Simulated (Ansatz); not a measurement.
# PBE0/def2-SVP (core potential) run of CH7NSn (SMILES C[NH][SnH3])

Aim: the vertical singlet–triplet gap of CH7NSn at PBE0/def2-SVP (core potential), from 2 runs. 

The calculation is run with Ansatz 0.2.0.

74 further runs of the same task are left out: 74 set aside as unsound or not needed.

**1. The structure to begin with**

The species is CH7NSn (10 atoms), meant as a singlet with charge 0. SMILES: `C[NH][SnH3]`. The coordinates come from a PBE0-D4/def2-TZVP relaxation.

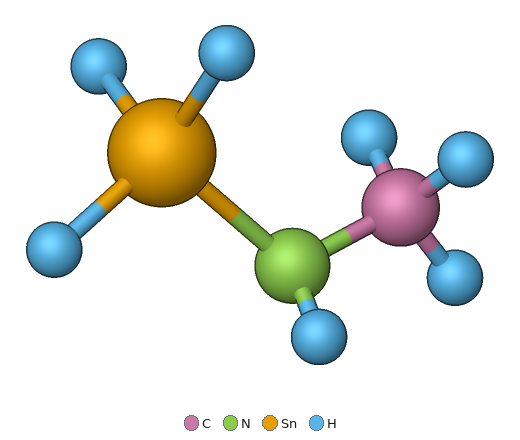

The structure, seen from a chosen angle (carbon pink, nitrogen green, tin amber, hydrogen blue).

**2. The energy at PBE0/def2-SVP (core potential)**

Input file job.yaml:

```yaml
crystal:
  periodic: [false, false, false]
  atoms:
    - symbol: C
      position_ang: [-0.898400, 0.758000, -0.879200]
    - symbol: "N"
      position_ang: [-0.343000, -0.532900, -0.516500]
    - symbol: Sn
      position_ang: [0.897300, -0.629400, 1.085100]
    - symbol: H
      position_ang: [-1.664200, 0.637600, -1.652700]
    - symbol: H
      position_ang: [-1.396800, 1.201100, -0.011700]
    - symbol: H
      position_ang: [-0.168200, 1.494600, -1.247500]
    - symbol: H
      position_ang: [0.037300, -1.004000, -1.326200]
    - symbol: H
      position_ang: [1.451700, -2.239000, 1.169900]
    - symbol: H
      position_ang: [-0.052600, -0.195500, 2.433700]
    - symbol: H
      position_ang: [2.220200, 0.458400, 0.948000]
basis:
  gaussian:
    orbitals: def2-SVP
hamiltonian:
  xc: {name: PBE0}
accuracy: high
output: {orbitals: {seedname: orbitals}}
```

Started as:

```console
$ ansatz run job.yaml --threads 1 --pin off --max-ram 3480MiB --events-out events.jsonl --progress --plain --runs-dir runs
```

Standard output:

```text
Warning: RAYON_NUM_THREADS=1 ignored (pool sized by the plan → 1); use --threads N
Functional definition: PBE0
  name "PBE0"
  parameter a = 0.25
  parameter kappa = 0.804
  parameter beta = 0.06672455060314922
  exchange = (1 - a)*pbe_x(kappa = kappa, mu = beta*pi^2/3) + a*exact_x
  correlation = pbe_c(beta = beta)
2266 factors; integrals over basis functions are off by at most 3.0e-9 eV
mean field evaluation 1: about -8460.4217 eV, gradient 5.1e1 eV
mean field evaluation 2: about -8447.1510 eV, gradient 8.7e1 eV
mean field evaluation 4: about -8466.2377 eV, gradient 4.6e0 eV
mean field evaluation 8: about -8466.4526 eV, gradient 1.2e-1 eV
mean field evaluation 16: about -8466.4527 eV, gradient 1.4e-5 eV
mean field -8466.45265103 eV, -311.1363961577 hartree, gradient 2.8e-8 eV, S^2 0.000000; 0 other end points of the search recorded, 0 dependent functions left out
reference -8466.45265406 eV, -311.1363962691 hartree; 21, 21 occupied and 68, 68 virtual orbitals, 2266 factors
Total energy: -8466.45265406 eV, -311.1363962691 hartree
```

Run time: 7.5 s. Hardware: 1 thread of Arm Neoverse V2, shared host; peak memory 0.32 GiB.

**3. The triplet at the same level**

Input file input.yaml:

```yaml
crystal:
  periodic: [false, false, false]
  atoms:
    - symbol: C
      position_ang: [-0.898400, 0.758000, -0.879200]
    - symbol: "N"
      position_ang: [-0.343000, -0.532900, -0.516500]
    - symbol: Sn
      position_ang: [0.897300, -0.629400, 1.085100]
    - symbol: H
      position_ang: [-1.664200, 0.637600, -1.652700]
    - symbol: H
      position_ang: [-1.396800, 1.201100, -0.011700]
    - symbol: H
      position_ang: [-0.168200, 1.494600, -1.247500]
    - symbol: H
      position_ang: [0.037300, -1.004000, -1.326200]
    - symbol: H
      position_ang: [1.451700, -2.239000, 1.169900]
    - symbol: H
      position_ang: [-0.052600, -0.195500, 2.433700]
    - symbol: H
      position_ang: [2.220200, 0.458400, 0.948000]
basis:
  gaussian: {orbitals: def2-SVP}
output: {orbitals: {seedname: orbitals}}
accuracy: high
total_charge: 0
magnetization: {spin_polarized: true, initial_magnetization: 2}
hamiltonian: {xc: pbe0}
```

Started as:

```console
$ ansatz run input.yaml --threads 1 --pin off --max-ram 3480MiB --events-out events.jsonl --progress --plain --runs-dir runs
```

Standard output, shortened:

```text
Warning: RAYON_NUM_THREADS=1 ignored (pool sized by the plan → 1); use --threads N
[... 7 set-up lines as earlier in the session ...]
2266 factors; integrals over basis functions are off by at most 3.0e-9 eV
mean field evaluation 1: about -8455.6277 eV, gradient 3.3e1 eV
mean field evaluation 2: about -8443.2144 eV, gradient 5.8e1 eV
mean field evaluation 4: about -8461.2641 eV, gradient 6.2e0 eV
mean field evaluation 8: about -8461.6478 eV, gradient 8.1e-1 eV
mean field evaluation 16: about -8461.6568 eV, gradient 1.4e-3 eV
mean field evaluation 32: about -8461.6568 eV, gradient 1.5e-7 eV
mean field -8461.65677079 eV, -310.9601508097 hartree, gradient 5.0e-8 eV, S^2 2.006065; 0 other end points of the search recorded, 0 dependent functions left out
reference -8461.65677398 eV, -310.9601509267 hartree; 22, 20 occupied and 67, 69 virtual orbitals, 2266 factors
Total energy: -8461.65677398 eV, -310.9601509267 hartree
```

It took 16 s on 1 thread of Arm Neoverse V2, shared host; peak memory 0.46 GiB.

**4. What came out**

At PBE0/def2-SVP (core potential):

| quantity | value |
| --- | --- |
| singlet: total energy | -311.13640 Eh |
| singlet: HOMO energy | -6.31 eV |
| singlet: LUMO energy | 0.37 eV |
| singlet: HOMO–LUMO gap | 6.68 eV |
| triplet: total energy | -310.96015 Eh |
| triplet: HOMO energy (highest over α and β) | -1.91 eV |
| triplet: ⟨S²⟩ | 2.006 |
| vertical energy of the triplet above the singlet | 4.796 eV |

**Reading.** At this shape the triplet lies 4.80 eV (111 kcal/mol) above the singlet.
